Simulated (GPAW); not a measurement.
# S K-edge XANES of In2Co3S2 (R-3m), part 2 of 2

What does one-electron theory with a core hole give for the S K edge of In2Co3S2 (R-3m)?

GPAW 26.7.0; X-ray absorption from dipole matrix elements to empty bands, plane-wave PAW LDA.

So far. Step 2 (The field without a hole): The mesh shows no gap, so the system is treated as a metal and the core electron is put at the Fermi level (neutral cell).

### Step 4. Spectrum with XCH, S atom 6

The holes are 5.3 Å apart. In GPAW the data set carries the hole's charge, so charge=0 means a charged cell and charge=-1 a neutral one. The excited electron is kept in the cell, where it fills the lowest empty states and screens the hole. After the field has converged, empty bands are computed with the density fixed and the dipole matrix elements are summed.

The absorber has 3 Co at 2.17 Å (pyramidal, site symmetry 3m).

Contents of xas.py:

```python
import numpy as np
from ase import Atoms
from ase.parallel import parprint, paropen
from gpaw import GPAW, PW, FermiDirac, Mixer, MixerDif, setup_paths
from gpaw.test import gen
setup_paths.insert(0, '.')
gen('S', name='fch1s', xcname='LDA', corehole=(1, 0, 1), write_xml=True)
from gpaw.mpi import world
world.barrier()

atoms = Atoms('In2Co3S2',
    cell=[[5.31698926, 0, 0],
     [-2.65849463, -4.60464777, 0],
     [0, 3.06976518, -4.55529245]],
    scaled_positions=[[0.5, 0, 0.5],
     [0, 0, 0],
     [0, 0.5, 0.5],
     [0.5, 0.5, 0.5],
     [0, 0, 0.5],
     [0.721, 0.442, 0.163],
     [0.279, 0.558, 0.837]],
    magmoms=[0.0, 0.0, 3.0, 3.0, 3.0, 0.0, 0.0],
    pbc=True)
atoms.calc = calc = GPAW(legacy_gpaw=True, mode=PW(430, force_complex_dtype=True), xc='LDA', setups={5: 'fch1s'},
    kpts={'size': (4, 4, 4), 'gamma': True}, occupations=FermiDirac(0.1),
    charge=-1, mixer=MixerDif(0.05, 8, 50), maxiter=150,
    convergence={'density': 0.0001, 'eigenstates': 1e-6}, txt='scf.txt')
energy = atoms.get_potential_energy() + calc.get_reference_energy()
ef = calc.get_fermi_level()
out = dict(energy=energy, fermi=ef, forces=atoms.get_forces().tolist(), magmoms=atoms.get_magnetic_moments().tolist())
parprint(f'all-electron energy {energy:.4f} eV, Fermi level {ef:.4f} eV')
ev = np.array([[calc.get_eigenvalues(k, s) for k in range(len(calc.get_ibz_k_points()))] for s in range(calc.get_number_of_spins())])
out['homo'], out['lumo'], out['counts'] = ev[ev < ef].max(), ev[ev > ef].min(), sorted(set((ev < ef).sum((0, 2)).tolist()))
out['filled'] = (ev[:, 0] < ef).sum(1).tolist()

from ase.units import Ha
from gpaw.xas import dipole_matrix_elements
nb = int(calc.get_number_of_electrons() / 2) + 84
top, nb = nb, nb + 8 + nb // 12
nscf = calc.fixed_density(kpts={'size': (5, 5, 5), 'gamma': True}, nbands=nb,
    convergence={'bands': top, 'eigenstates': 1e-5}, maxiter=60, txt='nscf.txt')
cell = atoms.cell.array
ops = [cell.T @ U.T @ np.linalg.inv(cell.T) for U in nscf.wfs.kd.symmetry.op_scc]
E = np.arange(-6, 34, 0.1)
fwhm = np.interp(E, [4, 25], [0.9, 3.5])
Y, X, zero, highest = 0, 0, 1e9, 1e9
for spin in range(nscf.get_number_of_spins()):
    wfs = nscf.wfs
    A = dipole_matrix_elements(wfs.setups[5])
    eps = np.zeros((wfs.kd.nibzkpts, nb))
    d = np.zeros((3, A.shape[1], wfs.kd.nibzkpts, nb), complex)
    for kpt in wfs.kpt_u:
        if kpt.s == spin and 5 in kpt.P_ani:
            eps[kpt.k] = kpt.eps_n * Ha
            d[:, :, kpt.k] = (kpt.weight * wfs.nspins / 2) ** 0.5 * np.inner(A, kpt.P_ani[5])
    world.sum(eps)
    world.sum(d)
    T = np.einsum('amkn,bmkn->abkn', d, d.conj()).real
    T = sum(np.einsum('ai,ijkn,bj->abkn', R, T, R) for R in ops) / len(ops)
    empty = eps > ef
    zero, highest = min(zero, eps[empty].min()), min(highest, eps[:, top - 1].min())
    lines = [(eps, T, empty)] if spin == 0 else lines + [(eps, T, empty)]
for eps, T, empty in lines:
    f = np.einsum('aakn->akn', T).reshape(3, -1)
    x = eps.ravel() - zero
    w = np.interp(x, E, fwhm) / 2.35482
    g = np.exp(-0.5 * ((E[:, None] - x) / w) ** 2) / (w * (2 * np.pi) ** 0.5)
    Y = Y + (f * empty.ravel()) @ g.T
    X = X + (f * ~empty.ravel()) @ g.T
out.update(E=E.round(2).tolist(), xas=Y.tolist(), xes=X.tolist(), zero=zero, valid=highest - zero, nk=len(eps), nb=nb)
for i in range(0, len(E), 10):
    parprint(f'{E[i]:7.2f}', *(f'{v:10.3e}' for v in Y[:, i]))
import json
with paropen('out.json', 'w') as f:
    json.dump(out, f)
```

Launch:

```bash
OMP_NUM_THREADS=1 mpirun -n 2 gpaw python xas.py
```

Numbers of over 12 decimals in the logs are rounded to 6 here.

What it wrote:

```text
Input parameters:
  charge: -1
  convergence: {density: 0.0001,
                eigenstates: 1e-06}
  kpts: {gamma: True,
         size: (4, 4, 4)}
  maxiter: 150
  mixer: {backend: pulay,
          beta: 0.05,
          method: difference,
          nmaxold: 8,
          weight: 50}
  mode: {ecut: 430.0,
         force_complex_dtype: True,
         name: pw}
  occupations: {fixmagmom: False,
                name: fermi-dirac,
                width: 0.1}
  setups: {5: fch1s}

Initialize ...

[... PAW data sets ...]

Reference energy: -452347.518976  # eV

Spin-polarized calculation.
Initial magnetic moment: 9.000000

[... convergence settings ...]
Symmetries present (total): 2
  [... symmetry matrices ...]

64 k-points: 4 x 4 x 4 Monkhorst-Pack grid + [1/8,1/8,1/8]
24 k-points in the irreducible part of the Brillouin zone
       k-points in crystal coordinates                weights
   0:     0.00000000    0.00000000    0.00000000          1/64
   1:     0.00000000    0.00000000    0.25000000          2/64
   2:     0.00000000    0.00000000    0.50000000          1/64
   3:     0.00000000    0.25000000   -0.25000000          2/64
   4:     0.00000000    0.25000000    0.00000000          2/64
   5:     0.00000000    0.25000000    0.25000000          2/64
   6:     0.00000000    0.25000000    0.50000000          2/64
   7:     0.00000000    0.50000000    0.00000000          1/64
   8:     0.00000000    0.50000000    0.25000000          2/64
   9:     0.00000000    0.50000000    0.50000000          1/64
          ...
  23:     0.50000000    0.50000000    0.50000000          2/64

Wave functions: Plane wave expansion
  Cutoff energy: 430.000 eV
  Number of coefficients (min, max): 2223, 2272
  Pulay-stress correction: 0.000000 eV/Ang^3 (de/decut=0.000000)
  Using FFTW library
  Wavefunction extrapolation:
    Improved wavefunction reuse through dual PAW basis

Occupation numbers: Fermi-Dirac:
  width: 0.1000  # eV

Eigensolver
   Davidson(niter=2)

Densities:
  Coarse grid: 27*27*27 grid
  Fine grid: 54*54*54 grid
  Total Charge: 0.000000

Density mixing:
  Method: difference
  Backend: pulay
  Linear mixing parameter: 0.05
  old densities: 8
  Width of damping distribution: 1.1
  Damping of long wavelength oscillations: 50

[... Hamiltonian set-up ...]
Number of atoms: 7
Number of atomic orbitals: 53
Number of bands in calculation: 49
Number of valence electrons: 66
Bands to converge: occupied

... initialized

Initializing position-dependent things.

Density initialized from atomic densities
Creating initial wave functions:
  49 bands from LCAO basis set

           In
                 S
            Co     In
        Co    Co
           S

Atomic positions and initial magnetic moments

Positions:
   0 In     2.658495    1.534883   -2.277646    ( 0.0000,  0.0000,  0.0000)
   1 In     0.000000    0.000000    0.000000    ( 0.0000,  0.0000,  0.0000)
   2 Co    -1.329247   -0.767441   -2.277646    ( 0.0000,  0.0000,  3.0000)
   3 Co     1.329247   -0.767441   -2.277646    ( 0.0000,  0.0000,  3.0000)
   4 Co     0.000000    1.534883   -2.277646    ( 0.0000,  0.0000,  3.0000)
   5 S      2.658495   -1.534883   -0.742513    ( 0.0000,  0.0000,  0.0000)
   6 S      0.000000   -0.000000   -3.812780    ( 0.0000,  0.0000,  0.0000)

Unit cell:
           periodic     x           y           z      points  spacing
  1. axis:    yes    5.316989    0.000000    0.000000    27     0.1616
  2. axis:    yes   -2.658495   -4.604648    0.000000    27     0.1414
  3. axis:    yes    0.000000    3.069765   -4.555292    27     0.1687

  Lengths:   5.316989   5.316989   5.493100
  Angles:  118.945000  90.000000 120.000000

Effective grid spacing dv^(1/3) = 0.1783

iter:   1   -75.305748                   +9.0844
iter:   2   -76.322614   -0.46  -1.23    +4.4989
iter:   3   -75.263783   -0.84  -1.27    +1.6327
iter:   4   -75.144427   -2.07  -1.39    +1.2300
iter:   5   -74.543106   -1.81  -1.43    +1.0513
iter:   6   -74.559508   -1.94  -1.64    +0.5998
iter:   7   -74.538950c  -2.10  -1.72    +0.1582
iter:   8   -74.484058   -2.52  -2.05    +0.0810
iter:   9   -74.467539   -3.25  -2.28    +0.0017
iter:  10   -74.457767c  -3.22  -2.38    -0.0084
iter:  11   -74.455931c  -4.01  -2.76    -0.0089
iter:  12   -74.455806c  -4.29  -3.08    -0.0103
iter:  13   -74.455604c  -4.83  -3.28    -0.0156
iter:  14   -74.455255c  -4.90  -3.41    -0.0159
iter:  15   -74.455257c  -5.73  -3.87    -0.0164
iter:  16   -74.455277c  -6.55c -3.93    -0.0170
iter:  17   -74.455263c  -6.79c -3.98    -0.0174
iter:  18   -74.455242c  -6.48c -4.17c   -0.0179

Converged after 18 iterations.

Dipole moment: (0.045255, 0.081420, -0.088017) |e|*Ang

Total magnetic moment: (0.000000, 0.000000, -0.017870)
Local magnetic moments:
   0 In ( 0.000000,  0.000000, -0.000196)
   1 In ( 0.000000,  0.000000,  0.000265)
   2 Co ( 0.000000,  0.000000,  0.001035)
   3 Co ( 0.000000,  0.000000,  0.001035)
   4 Co ( 0.000000,  0.000000,  0.001048)
   5 S  ( 0.000000,  0.000000, -0.047630)
   6 S  ( 0.000000,  0.000000,  0.004210)

Energy contributions relative to reference atoms: (reference = -452347.518976)

Kinetic:        +76.260769
Potential:      -68.631708
External:        +0.000000
XC:             -82.847586
Entropy (-ST):   -0.131603
Local:           +0.829084
SIC:             +0.000000
--------------------------
Free energy:    -74.521044
Extrapolated:   -74.455242

Spin contamination: 0.738114 electrons
Showing only first 2 kpts
                      Up                     Down
 Kpt  Band  Eigenvalues  Occupancy  Eigenvalues  Occupancy
  0    31      8.15608    0.98906      8.15624    0.98904
  0    32      8.15631    0.98903      8.15647    0.98901
  0    33      8.76228    0.17393      8.74342    0.20270
  0    34      8.76286    0.17309      8.74399    0.20178

  1    31      8.15069    0.98962      8.14948    0.98975
  1    32      8.15083    0.98961      8.14963    0.98973
  1    33      8.82430    0.10172      8.82379    0.10219
  1    34      9.11978    0.00586      9.09726    0.00733

Fermi level: 8.60647

No gap
No difference between direct/indirect transitions

Forces in eV/Ang:
  0 In    0.00000   -0.00005    0.14390
  1 In    0.00000    0.00009    0.13396
  2 Co    0.34781    0.20062   -0.62828
  3 Co   -0.34781    0.20062   -0.62828
  4 Co    0.00000   -0.40130   -0.62803
  5 S     0.00000   -0.00013   -0.48841
  6 S     0.00000    0.00030    2.07331
Scalar-relativistic atomic LDA calculation for S (Sulfur, Z=16)
Core hole in 1s state (1s occupation: 1.0)
450 radial gridpoints.
|------------------------------------------------|
|------------------------------------------------|
[... the atom generator's iteration count ...]

Energy contributions:
-------------------------
Kinetic:     +307.027779
XC:           -20.036781
Potential:   -593.463960
-------------------------
Total:       -306.472962

state      eigenvalue         ekin         rmax
-----------------------------------------------
1s^1.0 :   -94.587655   125.271961        0.063
2s^2.0 :    -9.346963    20.537295        0.374
2p^6.0 :    -7.528664    20.376522        0.303
3s^2.0 :    -1.141348     3.532854        1.290
3p^4.0 :    -0.722112     2.839097        1.384
-----------------------------------------------
(units: Bohr and Hartree)

Generating PAW setup
Kinetic energy of the core from tauc = 289.375410
Cutoffs:
rc(s)=1.840
rc(p)=1.850
rc(d)=1.700
rc(vbar)=1.720
rc(comp)=1.430
rc(nct)=1.850

Kinetic energy of the core states: 288.605682
Charge: 1.0
Core electrons: 9.0
Valence electrons: 6.0
Pseudo-core charge: 0.024693
Shape function alpha=4.890
Pseudo-electron charge 6.344591
state    eigenvalue         norm
--------------------------------
3s(2) :    -1.141348     1.235204
*s    :    -0.141348
3p(4) :    -0.722112     0.962372
*p    :     0.277888
*d    :     0.000000
--------------------------------

Diagonalizing with gridspacing h=0.050

state   all-electron     PAW
-------------------------------
3s:      -1.141348    -1.142157
3p:      -0.722112    -0.722797
*d:                   -0.153507
*f:                   -0.016109
-------------------------------
all-electron energy -452421.9742 eV, Fermi level 8.6065 eV
  -6.00  1.048e-60  1.051e-60  1.607e-61
  -5.00  2.552e-44  2.558e-44  3.856e-45
  -4.00  6.819e-31  6.834e-31  9.983e-32
  -3.00  2.070e-20  2.074e-20  2.827e-21
  -2.00  7.833e-13  7.848e-13  9.103e-14
  -1.00  4.634e-08  4.641e-08  3.803e-09
  -0.00  6.879e-06  6.882e-06  4.216e-07
[...]
31.00  3.662e-06  3.662e-06  4.277e-06
  32.00  4.202e-06  4.202e-06  4.439e-06
  33.00  4.813e-06  4.813e-06  4.535e-06
```

It took 8.8 min on 2 MPI ranks of Arm Neoverse V2, shared host; peak memory 0.64 GiB.

The S K spectrum, S atom 6, excited-electron core hole (neutral cell) (energy from the lowest empty level; intensity scaled to a mean of 1 over the first 20 eV; polarised curves are means over the symmetry-equivalent atoms):

```tsv
E (eV)	isotropic	ε ⊥ c	ε ∥ c
-2.0	0.00	0.00	0.00
-0.5	0.15	0.21	0.01
1.0	1.11	1.40	0.52
2.5	1.29	1.17	1.55
4.0	1.65	1.46	2.03
5.5	0.51	0.32	0.88
7.0	0.77	0.67	0.97
8.5	1.03	1.04	1.00
10.0	0.90	0.78	1.15
11.5	0.80	0.69	1.03
13.0	0.95	0.91	1.01
14.5	1.20	1.29	1.02
16.0	1.05	1.17	0.82
17.5	0.93	1.03	0.74
19.0	0.90	0.97	0.77
20.5	0.93	0.94	0.92
22.0	0.98	0.91	1.12
23.5	0.94	0.87	1.07
25.0	0.80	0.76	0.87
26.5	0.71	0.69	0.74
28.0	0.65	0.62	0.70
29.5	0.65	0.60	0.74
31.0	0.73	0.69	0.80
```

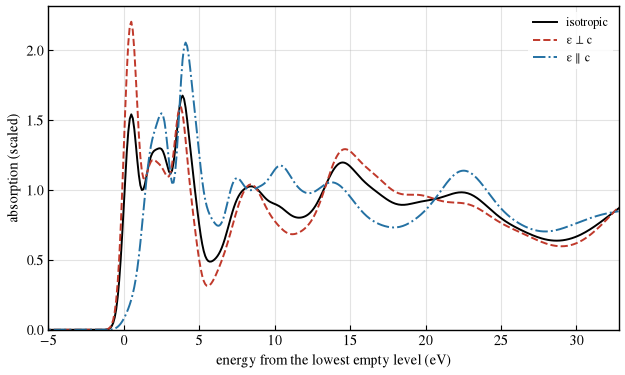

The S K edge, S atom 6, excited-electron core hole (neutral cell): main maxima at 0.5, 2.4 and 3.9 eV.

Main maxima below 24 eV (height): 0.5 eV (1.54), 2.4 eV (1.30), 3.9 eV (1.68), 8.4 eV (1.03), 14.5 eV (1.20) and 22.4 eV (0.98). A K edge sees empty p states; the first features are S p mixed into the empty d states of the Co neighbours, and the broad ones above probably into the cations' higher empty bands.

The total-energy difference is 2457.11 eV. The functional leaves an error in such absolute values: in the free atom LDA prices this hole 9.1 eV below PBE (computed apart), and PBE is itself good to a few eV.

### Step 5. Spectrum with XCH, S atom 6

This attempt departs from the first core-hole run: charge keyword to -2.

xas.py, as its differences from that of step 4:

```diff
@@ -25,3 +25,3 @@
     kpts={'size': (4, 4, 4), 'gamma': True}, occupations=FermiDirac(0.1),
-    charge=-1, mixer=MixerDif(0.05, 8, 50), maxiter=150,
+    charge=-2, mixer=MixerDif(0.05, 8, 50), maxiter=150,
     convergence={'density': 0.0001, 'eigenstates': 1e-6}, txt='scf.txt')
```

What it wrote:

```text
Input parameters:
  charge: -2
  convergence: {density: 0.0001,
                eigenstates: 1e-06}
  kpts: {gamma: True,
         size: (4, 4, 4)}
  maxiter: 150
  mixer: {backend: pulay,
          beta: 0.05,
          method: difference,
          nmaxold: 8,
          weight: 50}
  mode: {ecut: 430.0,
         force_complex_dtype: True,
         name: pw}
  occupations: {fixmagmom: False,
[...]
3s:      -1.141348    -1.142157
3p:      -0.722112    -0.722797
*d:                   -0.153507
*f:                   -0.016109
-------------------------------
all-electron energy -452413.1026 eV, Fermi level 9.0703 eV
  -6.00  1.703e-60  1.708e-60  2.999e-62
  -5.00  4.409e-44  4.419e-44  9.107e-46
  -4.00  1.264e-30  1.266e-30  3.027e-32
  -3.00  4.090e-20  4.094e-20  1.128e-21
[...]
32.00  4.524e-06  4.524e-06  4.505e-06
  33.00  5.152e-06  5.152e-06  4.574e-06
[key lines of the parts left out:]
Converged after 19 iterations.
Dipole moment: (0.080696, 0.093167, -0.075921) |e|*Ang
Free energy:    -65.671337
Fermi level: 9.07030
```

It took 8.8 min on 2 MPI ranks; peak memory 0.61 GiB; 18 min of CPU time.

The run finished. A setting was moved off its sound value on purpose, so it serves as a test and not as the result.

The fault put into the input: the charge keyword adds two electrons for one core hole.

The scaled spectrum changes by 13 % r.m.s. A shift of -0.2 eV leaves 8 %. The highest intensity below 16 eV goes from 3.9 eV (1.68) to 3.4 eV (1.68).

```tsv
E (eV)	first run	this run
-2.0	0.00	0.00
-0.5	0.15	0.22
1.0	1.11	1.02
2.5	1.29	1.25
4.0	1.65	1.29
5.5	0.51	0.51
7.0	0.77	0.94
8.5	1.03	1.00
10.0	0.90	0.88
11.5	0.80	0.82
13.0	0.95	1.08
14.5	1.20	1.18
16.0	1.05	1.02
17.5	0.93	0.90
19.0	0.90	0.92
20.5	0.93	0.95
22.0	0.98	0.99
23.5	0.94	0.89
25.0	0.80	0.76
26.5	0.71	0.68
28.0	0.65	0.64
29.5	0.65	0.67
31.0	0.73	0.77
```

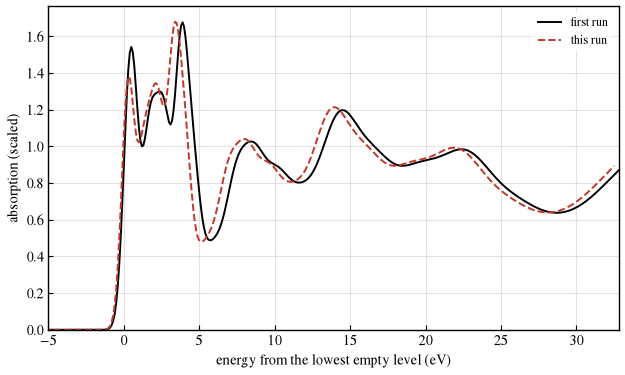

This run beside the first core-hole run.

### Step 6. Summary of results

| Quantity | Value |
| --- | --- |
| absorber and edge | S K, atom 6 of the ground-state input (counted from 1) |
| surroundings | 3 Co at 2.17 Å (pyramidal, site symmetry 3m) |
| highest intensity below 16 eV | 3.9 eV above the zero, height 1.68 |
| photon energy of the zero (spin-polarised hole, raw) | 2457.1 eV (LDA puts this hole about 9 eV below PBE, itself good to a few eV) |

In words: The S K edge of atom 6, with 3 Co at 2.17 Å (pyramidal, site symmetry 3m), has its highest intensity of the first 16 eV at 3.9 eV above the zero, near 2461 eV in photon energy (LDA puts this hole about 9 eV below PBE, itself good to a few eV), 1.7 times the mean level of the first 20 eV (Gaussian full width 0.9 eV up to 4 eV, rising linearly to 3.5 eV at 25 eV). At the S K edge of atom 6 polarisation matters most near 0.4 eV, where the curves differ by 2.0 on this scale. 1 further run of this session is left out of this account as redundant. The hole lies in one spin channel, while the script sums the empty states of both and takes the lower zero; where the two channels are split, this blurs and shifts the curve. The unit cell's mesh shows no gap over 0.35 eV. That is right for a metallic compound; for a small-gap or correlated insulator it would be the fault of the functional or of the assumed magnetic order, and the hole would be screened too well. The starting moments shrank to 0.00 μB or less, so this is hardly a magnetic state. The holes are only 5.3 Å apart, so the shape is probably not converged with cell size; no larger cell was run here. The mesh is coarse (0.33 Å⁻¹ between points), so small maxima may be mesh ripples. The structure is a published determination, not relaxed.

[Banner, clock and machine lines of the logs are left out without a mark of their own.]

[Logs are printed without paths, hosts, clocks, repeated set-up lines and the standing remarks that a program may print on its own settings, such as how far it seeks lower states.]

[Hosts, paths, dates, database ids (printed as entryN), source tags and the programs' standing remarks are cut or masked in the printed files.]

[Lists of maxima count a maximum above −3 eV only where it reaches 4 % of the highest in the window and stands out from its surroundings by 2 % of it (1.5 % where it reaches 55 %); shoulders and weaker maxima are passed over, and of the rest the first, up to two pre-edge ones and the few strongest are named.]
